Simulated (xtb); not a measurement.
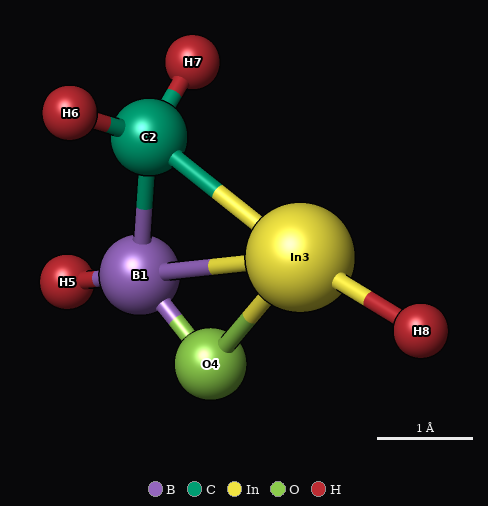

*The structure as given in the input (ball-and-stick view, seen at an oblique angle; atoms are numbered from 1 in the order of the input). Sticks mark near contacts.*

# Calculation of the molecule and its ions of CH4BInO

The run: calculation of the molecule and its ions of CH4BInO. Method and program: GFN2-xTB, GBSA solvent methanol (xtb 6.7.1).

## Input (input.xyz)
```
8
start
B     -0.74351     0.55175    -0.73205
C      0.63268     0.82976     0.20392
In     0.25445    -1.41515     0.66622
O     -1.23595    -0.61965    -0.64377
H     -1.18943     1.43429    -1.33089
H      0.51792     1.44732     1.08509
H      1.51712     0.95634    -0.36823
H      0.17253    -3.15088     1.20274
```

## File .CHRG
```
0
```

## File .UHF
```
0
```

Hardware: 1 thread of Arm Neoverse V1, 24 GiB of memory available, shared host.

Launched with:
```bash
xtb input.xyz --gfn 2 --molden --vomega --gbsa methanol > input.out 2> xtb.err
```

## The program's output
```
* xtb version 6.7.1
   ID    Z sym.   atoms
    1    5 B      1
    2    6 C      2
    3   49 In     3
    4    8 O      4
    5    1 H      5-8

           -------------------------------------------------
          |                Calculation Setup                |
           -------------------------------------------------

          program call               : xtb input.xyz --gfn 2 --molden --vomega --gbsa methanol
          coordinate file            : input.xyz
          omp threads                :                     1

           -------------------------------------------------
          |                 G F N 2 - x T B                 |
           -------------------------------------------------

      * Hamiltonian:
        H0-scaling (s, p, d)           1.850000    2.230000    2.230000
        zeta-weighting                 0.500000
      * Dispersion:
        s8                             2.700000
        a1                             0.520000
        a2                             5.000000
        s9                             5.000000
      * Repulsion:
        kExp                           1.500000    1.000000
        rExp                           1.000000
      * Coulomb:
        alpha                          2.000000
        third order                    shell-resolved
        anisotropic                    true
        a3                             3.000000
        a5                             4.000000
        cn-shift                       1.200000
        cn-exp                         4.000000
        max-rad                        5.000000

      * Solvation model:               GBSA
        Solvent                        methanol
        Parameter file                 internal GFN2-xTB/GBSA
        Dielectric constant                3.2700E+01
        Reference state                gsolv [1 M gas/solution]
        Free energy shift                  3.3569E-03 Eh       2.1065E+00 kcal/mol
        Temperature                        2.9815E+02 K
        Density                            7.9200E-01 kg/L
        Solvent mass                       3.2040E+01 g/mol
        Interaction kernel             Still
        Born radius scaling (c1)           1.6087E+00
        Born radii integrator          GBOBC
        Born offset                        5.6550E-04 a0       1.0686E-03 AA
        H-bond correction              true
        Ion screening                  false
        Surface tension                    1.0000E-05 Eh       1.5569E+01 dyn/cm
        Grid points                               230 per atom

          ...................................................
          :                      SETUP                      :
          :.................................................:
          :  # basis functions                  26          :
          :  # atomic orbitals                  25          :
          :  # shells                           13          :
          :  # electrons                        20          :
          :  max. iterations                   250          :
          :  Hamiltonian                  GFN2-xTB          :
          :  restarted?                      false          :
          :  GBSA solvation                   true          :
          :  PC potential                    false          :
          :  electronic temp.          300.0000000     K    :
          :  accuracy                    1.0000000          :
          :  -> integral cutoff          0.2500000E+02      :
          :  -> integral neglect         0.1000000E-07      :
          :  -> SCF convergence          0.1000000E-05 Eh   :
          :  -> wf. convergence          0.1000000E-03 e    :
          :  Broyden damping             0.4000000          :
          :  net charge                          0          :
          :  unpaired electrons                  0          :
          ...................................................

 iter      E             dE          RMSdq      gap      omega  full diag
   1    -10.4805638 -0.104806E+02  0.247E+01    1.88       0.0  T
   2    -10.6503297 -0.169766E+00  0.896E+00    2.43       1.0  T
   3    -10.6174470  0.328826E-01  0.135E+01    2.30       1.0  T
   4    -10.7757199 -0.158273E+00  0.179E+00    2.10       1.0  T
   5    -10.7849549 -0.923506E-02  0.137E+00    2.22       1.0  T
   6    -10.7864676 -0.151270E-02  0.612E-01    2.21       1.0  T
   7    -10.7874726 -0.100502E-02  0.944E-02    2.23       1.0  T
   8    -10.7874932 -0.205084E-04  0.234E-02    2.23       1.5  T
   9    -10.7874929  0.245345E-06  0.230E-02    2.23       1.5  T
  10    -10.7874938 -0.854027E-06  0.589E-03    2.23       6.0  T
  11    -10.7874938 -0.496882E-07  0.113E-03    2.23      31.4  T
  12    -10.7874938 -0.357718E-08  0.388E-04    2.23      91.1  T
  13    -10.7874938 -0.183572E-09  0.116E-04    2.23     304.8  T

   *** convergence criteria satisfied after 13 iterations ***

         #    Occupation            Energy/Eh            Energy/eV
      -------------------------------------------------------------
         1        2.0000           -0.6531374             -17.7728
       ...           ...                  ...                  ...
         4        2.0000           -0.5136673             -13.9776
         5        2.0000           -0.4855503             -13.2125
         6        2.0000           -0.4718743             -12.8404
         7        2.0000           -0.4602738             -12.5247
         8        2.0000           -0.4547094             -12.3733
         9        2.0000           -0.3943616             -10.7311
        10        2.0000           -0.3787807             -10.3071 (HOMO)
        11                         -0.2968091              -8.0766 (LUMO)
        12                         -0.1819565              -4.9513
        13                         -0.1645582              -4.4779
        14                         -0.1151905              -3.1345
        15                         -0.0395095              -1.0751
       ...                                ...                  ...
        25                          0.7689451              20.9241
      -------------------------------------------------------------
                  HL-Gap            0.0819715 Eh            2.2306 eV
             Fermi-level           -0.3377949 Eh           -9.1919 eV

 SCC (total)                   0 d,  0 h,  0 min,  0.004 sec
 SCC setup                      ...        0 min,  0.000 sec (  4.164%)
 Dispersion                     ...        0 min,  0.000 sec (  0.923%)
 classical contributions        ...        0 min,  0.000 sec (  0.155%)
 integral evaluation            ...        0 min,  0.001 sec ( 13.560%)
 iterations                     ...        0 min,  0.002 sec ( 58.154%)
 molecular gradient             ...        0 min,  0.001 sec ( 21.373%)
 printout                       ...        0 min,  0.000 sec (  1.319%)

         :::::::::::::::::::::::::::::::::::::::::::::::::::::
         ::                     SUMMARY                     ::
         :::::::::::::::::::::::::::::::::::::::::::::::::::::
         :: total energy             -10.698631188495 Eh    ::
         :: w/o Gsasa/hb/shift       -10.692680419906 Eh    ::
         :: gradient norm              0.069615467079 Eh/a0 ::
         :: HOMO-LUMO gap              2.230558915833 eV    ::
         ::.................................................::
         :: SCC energy               -10.787492436609 Eh    ::
         :: -> isotropic ES            0.068685017627 Eh    ::
         :: -> anisotropic ES          0.001442174608 Eh    ::
         :: -> anisotropic XC          0.002557065994 Eh    ::
         :: -> dispersion             -0.003783830361 Eh    ::
         :: -> Gsolv                  -0.011193273673 Eh    ::
         ::    -> Gelec               -0.005242505083 Eh    ::
         ::    -> Gsasa               -0.008084818523 Eh    ::
         ::    -> Ghb                 -0.001222879590 Eh    ::
         ::    -> Gshift               0.003356929523 Eh    ::
         :: repulsion energy           0.088861248114 Eh    ::
         :: add. restraining           0.000000000000 Eh    ::
         :: total charge               0.000000000000 e     ::
         :::::::::::::::::::::::::::::::::::::::::::::::::::::

           -------------------------------------------------
          |        vertical delta SCC IP calculation        |
           -------------------------------------------------

 iter      E             dE          RMSdq      gap      omega  full diag
   1    -10.3396583 -0.103397E+02  0.250E+00    2.23       0.0  T
   2    -10.3381347  0.152361E-02  0.649E+00    2.52       1.0  T
   3    -10.3597765 -0.216418E-01  0.430E+00    2.47       1.0  T
   4    -10.3754832 -0.157067E-01  0.175E+00    2.38       1.0  T
   5    -10.3791606 -0.367746E-02  0.189E+00    2.41       1.0  T
   6    -10.3750884  0.407229E-02  0.146E+00    2.48       1.0  T
   7    -10.3766636 -0.157522E-02  0.148E+00    2.50       1.0  T
   8    -10.3796855 -0.302196E-02  0.373E-01    2.48       1.0  T
   9    -10.3798965 -0.210959E-03  0.139E-01    2.48       1.0  T
  10    -10.3799255 -0.290293E-04  0.769E-02    2.47       1.0  T
  11    -10.3799278 -0.229096E-05  0.540E-02    2.47       1.0  T
  12    -10.3799307 -0.290972E-05  0.447E-02    2.47       1.0  T
  13    -10.3799323 -0.157406E-05  0.928E-03    2.47       3.8  T
  14    -10.3799323 -0.394596E-07  0.178E-03    2.47      19.9  T
  15    -10.3799323 -0.171355E-08  0.701E-05    2.47     504.4  T
  16    -10.3799323 -0.471445E-11  0.475E-05    2.47     745.0  T
     SCC iter.                  ...        0 min,  0.002 sec
     gradient                   ...        0 min,  0.001 sec
------------------------------------------------------------------------
empirical IP shift (eV):    4.8455
delta SCC IP (eV):    6.2448
------------------------------------------------------------------------
           -------------------------------------------------
          |        vertical delta SCC EA calculation        |
           -------------------------------------------------

 iter      E             dE          RMSdq      gap      omega  full diag
   1    -10.9704056 -0.109704E+02  0.590E+00    2.80       0.0  T
   2    -11.0309978 -0.605922E-01  0.538E+00    2.30       1.0  T
   3    -11.0503196 -0.193218E-01  0.725E+00    2.63       1.0  T
   4    -11.0465572  0.376246E-02  0.716E+00    2.63       1.0  T
   5    -11.0551566 -0.859948E-02  0.124E+00    2.56       1.0  T
   6    -11.0562471 -0.109046E-02  0.105E+00    2.58       1.0  T
   7    -11.0564907 -0.243649E-03  0.334E-01    2.64       1.0  T
   8    -11.0565726 -0.818201E-04  0.192E-01    2.60       1.0  T
   9    -11.0565891 -0.165517E-04  0.722E-02    2.62       1.0  T
  10    -11.0565893 -0.192346E-06  0.129E-02    2.62       2.7  T
  11    -11.0565894 -0.748210E-07  0.123E-02    2.62       2.9  T
  12    -11.0565894 -0.407926E-07  0.462E-03    2.61       7.7  T
  13    -11.0565894 -0.325162E-08  0.712E-04    2.61      49.7  T
  14    -11.0565894 -0.870415E-12  0.203E-04    2.61     174.0  T
     SCC iter.                  ...        0 min,  0.002 sec
     gradient                   ...        0 min,  0.001 sec
------------------------------------------------------------------------
empirical EA shift (eV):    4.8455
delta SCC EA (eV):    2.4770
------------------------------------------------------------------------

------------------------------------------------------------------------
Calculation of global electrophilicity index (IP+EA)²/(8·(IP-EA))
Global electrophilicity index (eV):    2.5236
------------------------------------------------------------------------
           -------------------------------------------------
          |                Property Printout                |
           -------------------------------------------------

    * Orbital Energies and Occupations

         #    Occupation            Energy/Eh            Energy/eV
      -------------------------------------------------------------
         1        2.0000           -0.6183391             -16.8259
         2        2.0000           -0.5231608             -14.2359
         3        2.0000           -0.4948729             -13.4662
         4        2.0000           -0.4693812             -12.7725
         5        2.0000           -0.4404147             -11.9843
         6        2.0000           -0.4369133             -11.8890
         7        2.0000           -0.4205106             -11.4427
         8        2.0000           -0.4147805             -11.2868
         9        2.0000           -0.3497284              -9.5166
        10        2.0000           -0.3314599              -9.0195
        11        1.0000           -0.2414496              -6.5702 (HOMO)
        12                         -0.1453665              -3.9556 (LUMO)
        13                         -0.1251592              -3.4058
        14                         -0.0720529              -1.9607
        15                          0.0039764               0.1082
        16                          0.0231745               0.6306
        17                          0.0818453               2.2271
        18                          0.1560674               4.2468
        19                          0.1912359               5.2038
        20                          0.3633059               9.8861
        21                          0.3745601              10.1923
        22                          0.4026937              10.9579
       ...                                ...                  ...
        25                          0.8071347              21.9633
      -------------------------------------------------------------
                  HL-Gap            0.0960831 Eh            2.6146 eV
             Fermi-level           -0.2399314 Eh           -6.5289 eV

     #   Z          covCN         q      C6AA      α(0)
     1   5          3.248     0.359    16.098     6.691
     2   6          3.540    -0.275    27.503     7.687
     3  49          3.046     0.248   271.697    31.101
     4   8          1.512    -0.584    24.913     6.732
     5   1          0.943    -0.216    12.106     5.439
     6   1          0.925    -0.015     3.339     2.858
     7   1          0.927    -0.011     3.260     2.824
     8   1          0.866    -0.505   126.313    17.602

 Mol. C6AA /au·bohr⁶  :       2382.224544
 Mol. C8AA /au·bohr⁸  :     114514.935215
 Mol. α(0) /au        :         80.933024

Wiberg/Mayer (AO) data.
largest (>0.10) Wiberg bond orders for each atom

 ---------------------------------------------------------------------------
     #   Z sym  total        # sym  WBO       # sym  WBO       # sym  WBO
 ---------------------------------------------------------------------------
     1   5      3.367 --     4      1.480     2      0.928     5      0.912
     2   6      3.576 --     7      0.960     6      0.957     1      0.928
                             3      0.542
     3  49      1.843 --     8      0.629     4      0.582     2      0.542
     4   8      2.171 --     1      1.480     3      0.582
     5   1      0.949 --     1      0.912
     6   1      1.000 --     2      0.957
     7   1      1.000 --     2      0.960
     8   1      0.728 --     3      0.629
 ---------------------------------------------------------------------------

Topologies differ in total number of bonds
Writing topology from bond orders to xtbtopo.mol

MOs/occ written to file <molden.input>

molecular dipole:
                 x           y           z       tot (Debye)
 q only:        0.925       2.325      -0.208
   full:        0.739       2.523      -0.424       6.769
molecular quadrupole (traceless):
                xx          xy          yy          xz          yz          zz
 q only:        7.353      -1.139     -14.998      -3.816       8.833       7.644
  q+dip:        8.113       0.303     -15.990      -4.391      10.560       7.877
   full:        7.898      -1.049     -16.744      -5.130      10.251       8.846

           -------------------------------------------------
          | TOTAL ENERGY              -10.967726806410 Eh   |
          | GRADIENT NORM               0.111496979789 Eh/α |
          | HOMO-LUMO GAP               2.614554254232 eV   |
           -------------------------------------------------

------------------------------------------------------------------------
------------------------------------------------------------------------
 total:
 *  cpu-time:     0 d,  0 h,  0 min,  0.019 sec
 * ratio c/w:     1.000 speedup
 SCF:
 *  cpu-time:     0 d,  0 h,  0 min,  0.011 sec
 * ratio c/w:     1.000 speedup
```

## Standard error
```
normal termination of xtb
```

## Summary

```csv
quantity,value
outcome,converged
electrons treated,20
total energy,−10.698631 hartree
dispersion energy,−0.003784 hartree
solvation energy,−0.011193 hartree
basis functions,26
peak memory,0.075 GiB
```
